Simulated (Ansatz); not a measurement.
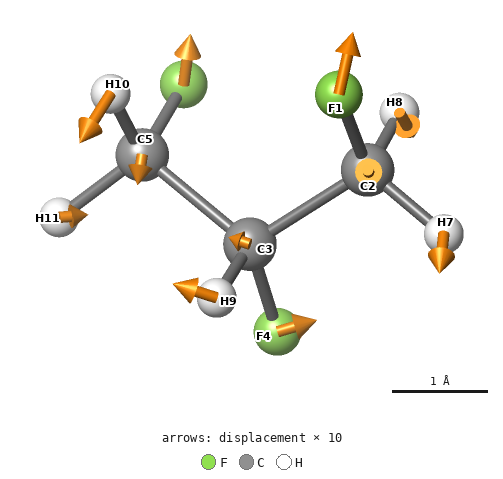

A relaxation of C3H5F3 (coarse preliminary run). The starting structure is drawn; orange arrows show the displacements, magnified 10 times. The two geometries are superimposed by the best rigid fit.

A ball-and-stick model, seen at a tilt.

The start comes from a force field.

Method: RKS PBE-D4/def2-SVP in Ansatz 0.2.0. (force threshold 0.03 eV/Å; at most 200 steps)

Q: What happened in the run?

A: Over 5 geometry steps the energy falls by 0.246 eV. Largest force component: 2.4 eV/Å at the start, 0.012 eV/Å at the end. The atom that moves furthest after the best rigid fit is an H atom (0.069 Å). By element the largest moves are H 0.069 Å, F 0.068 Å, C 0.046 Å. Some distances before and after: C–F 1.310 → 1.386 Å, C–H 1.154 → 1.112 Å, C–F 1.344 → 1.385 Å, C–C 1.556 → 1.516 Å. Among the angles between lasting bonds that change: C–C–F 111.6° → 107.2°, F–C–H 113.0° → 109.9°, H–C–H 106.5° → 109.4°. The run took 7.5 s on 4 threads of Arm Neoverse V2 (shared host).
